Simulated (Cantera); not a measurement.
A closed system holds: 1 mol Si3N4, 0.063 mol CO2, 8.4 mol N2, at 4.43 Torr.

Method: chemical equilibrium by Gibbs-energy minimisation in Cantera with the NASA 1993 tables (ideal gas, pure condensed phases). Candidate condensed phases: C, Si, SiC, SiO2, Si2N2O, Si3N4; 34 gas species. Mutual solubility and eutectic melting of coexisting phases are not modelled. The tables' values for SiN are old estimates; treat these amounts as uncertain. Equilibrium is a limit: real reactors are often held back by kinetics, nucleation or transport.

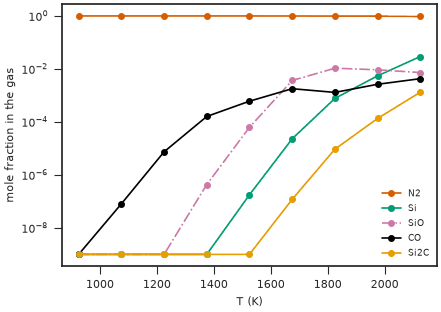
Figure. Equilibrium gas composition (values under 1e-9 drawn at 1e-9)

From 925 K to 1225 K the condensed part is C(graphite) + Si2N2O(s) + Si3N4(s). From 1375 K to 1675 K the condensed part is SiC(s) + Si2N2O(s) + Si3N4(s). From 1825 K to 2125 K the condensed part is Si(l) + SiC(s).
